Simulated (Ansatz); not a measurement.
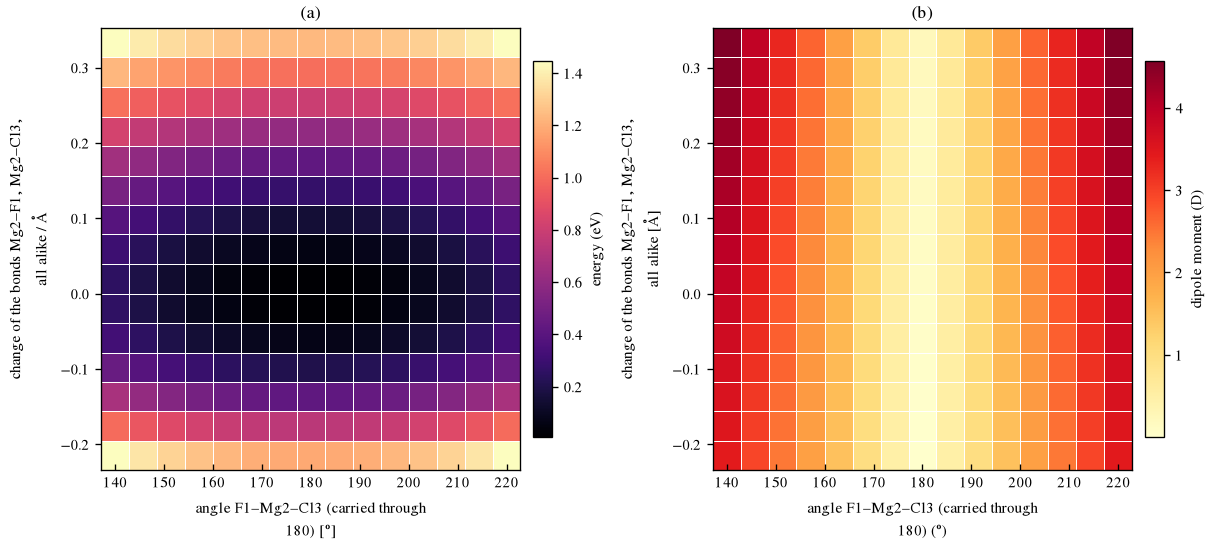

ClFMg, SMILES [F][Mg][Cl]. 
- Coordinates scanned: (1) angle F1–Mg2–Cl3 (carried through 180); (2) change of the bonds Mg2–F1, Mg2–Cl3, all alike.
- Nothing is relaxed (all other coordinates rigid).
- The scan uses a 15 × 15 grid; 198 points were computed and 27 follow by symmetry.
- Points are written as (first, second).
- Energies: eV, counted from the relaxed molecule at the same level.
- Level of theory: RKS PBE0-D4/def2-TZVP in Ansatz.

Panel (a) is the energy; panel (b) is the computed dipole moment, in D.

The picture shows one coloured cell a grid point.

Question: How does the dipole moment vary over the map, and what is it at the lowest grid point?

Answer: Leaving out the highest fifth of the energies, it runs from 0.02 D at (180.0°, −0.176 Å) to 4.32 D at (220.0°, 0.215 Å). At the lowest grid point, (180.0°, 0.020 Å), it is 0.11 D.

```csv
"second ↓, first →",140.0,145.7,151.4,157.1,162.9,168.6,174.3,180.0,185.7,191.4,197.1,202.9,208.6,214.3,220.0
0.333,4.56,3.93,3.30,2.65,1.99,1.34,0.70,0.22,0.70,1.35,2.00,2.66,3.30,3.94,4.56
0.294,4.48,3.86,3.24,2.61,1.96,1.31,0.69,0.21,0.69,1.32,1.96,2.61,3.25,3.87,4.49
0.254,4.40,3.79,3.18,2.56,1.92,1.29,0.67,0.19,0.67,1.29,1.92,2.56,3.19,3.80,4.40
0.215,4.32,3.72,3.12,2.51,1.88,1.26,0.66,0.18,0.66,1.26,1.89,2.52,3.13,3.73,4.32
0.176,4.24,3.65,3.06,2.46,1.85,1.24,0.63,0.17,0.63,1.24,1.85,2.47,3.07,3.66,4.24
0.137,4.16,3.58,3.00,2.41,1.81,1.21,0.62,0.15,0.62,1.21,1.82,2.42,3.01,3.59,4.16
0.098,4.07,3.51,2.94,2.37,1.77,1.19,0.60,0.14,0.60,1.19,1.78,2.37,2.95,3.52,4.08
0.059,3.99,3.44,2.88,2.32,1.74,1.16,0.60,0.12,0.60,1.17,1.74,2.32,2.89,3.45,4.00
0.020,3.91,3.37,2.82,2.27,1.70,1.14,0.58,0.11,0.58,1.14,1.71,2.27,2.83,3.38,3.91
−0.020,3.83,3.30,2.76,2.22,1.66,1.11,0.56,0.09,0.56,1.11,1.67,2.23,2.77,3.30,3.83
−0.059,3.74,3.23,2.70,2.17,1.63,1.09,0.55,0.07,0.55,1.09,1.63,2.18,2.71,3.23,3.75
−0.098,3.66,3.16,2.64,2.12,1.60,1.06,0.54,0.06,0.54,1.06,1.60,2.13,2.65,3.16,3.67
−0.137,3.58,3.09,2.59,2.08,1.56,1.04,0.52,0.04,0.52,1.04,1.56,2.08,2.59,3.09,3.59
−0.176,3.50,3.02,2.53,2.03,1.52,1.02,0.51,0.02,0.51,1.02,1.53,2.04,2.53,3.02,3.51
−0.215,3.42,2.95,2.47,1.99,1.49,1.00,0.50,0.00,0.50,1.00,1.49,1.99,2.48,2.96,3.43
```
